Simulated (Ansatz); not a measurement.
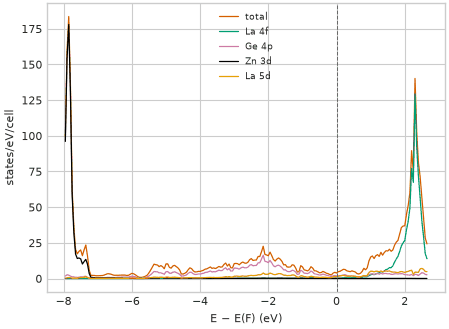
Figure. Total and projected density of states of La2Zn3Ge6 in space group Cmcm (No. 63; Pearson symbol oS44), plane-wave PAW r²SCAN (Ansatz code)

Which orbitals carry the states next to the Fermi level?

Within 0.5 eV of the Fermi level: Ge 4p 47 %, La 5d 29 %, La 4f 7 %, Ge 4s 7 %, outside the projected shells 5 %. Projections are on Löwdin-orthogonalised atomic valence shells; empty p or d shells of many metals are not among them.

The first step of the workflow began from a Materials Project structure, measured or hypothetical; the Crystallography Open Database files this formula in space group No. 63, but the cells were not matched. Its standing as an ambient phase is unchecked. Symmetry was held in the r²SCAN relaxation; whether a distortion lowers the energy is not shown. Scalar-relativistic: spin–orbit coupling is off unless named, which matters more the heavier the elements.

Potentials: the later of the program's two PAW sets.
